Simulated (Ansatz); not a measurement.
Band structure of CdAg3 (R-3m, 4 atoms in the cell).

```
CELL_PARAMETERS angstrom
      1.48395     0.85676     9.49477
     -1.48395     0.85676     9.49477
      0.00000    -1.71351     9.49477
ATOMIC_POSITIONS crystal
  Cd 0.00000 0.00000 0.00000
  Ag 0.75187 0.75187 0.75187
  Ag 0.24813 0.24813 0.24813
  Ag 0.50000 0.50000 0.50000
```

Level of theory: LDA (PW92), PAW files made with PBE (plane waves; Ansatz, a quantum-chemistry and plane-wave program).

Settings: kpoints.mp_grid.grid = 8 8 8; hamiltonian.xc = lda; hamiltonian.pseudopotentials = {kind: paw} (the program's default PAW files); scf.occupations.method = fermi_dirac; scf.occupations.width = 0.136 eV; kpoints.band_path.path = [[0.0, 0.0, 0.0], [0.5, 0.0, 0.0], [0.5, 0.17209485, -0.17209485]]; kpoints.band_path.npoints = 8.

The starting cell comes from a database of computed structures (which also holds hypothetical and non-ambient phases and stackings), without a prior relaxation at this level.

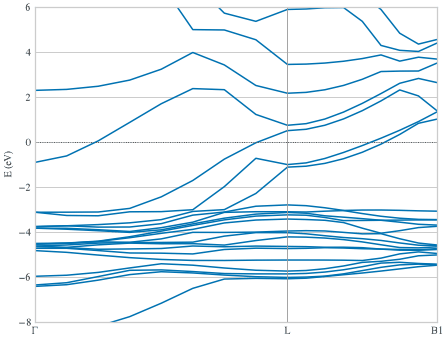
Bands along the path, energies from the Fermi level.

Levels in eV from the Fermi level, bands 35 to 42:
```json
[
 {"point": "Γ", "35": "-3.83", "36": "-3.76", "37": "-3.76", "38": "-3.13", "39": "-3.13", "40": "-0.91", "41": "2.29", "42": "10.07"},
 {"point": "L", "35": "-3.10", "36": "-2.80", "37": "-1.12", "38": "-1.01", "39": "0.50", "40": "0.74", "41": "2.17", "42": "3.45"},
 {"point": "B1", "35": "-3.45", "36": "-3.08", "37": "1.02", "38": "1.34", "39": "1.38", "40": "2.64", "41": "3.51", "42": "3.68"}
]
```

Bands cross the Fermi level along this path, so the cell is metallic at this level.

Keys are those of Ansatz 0.2.
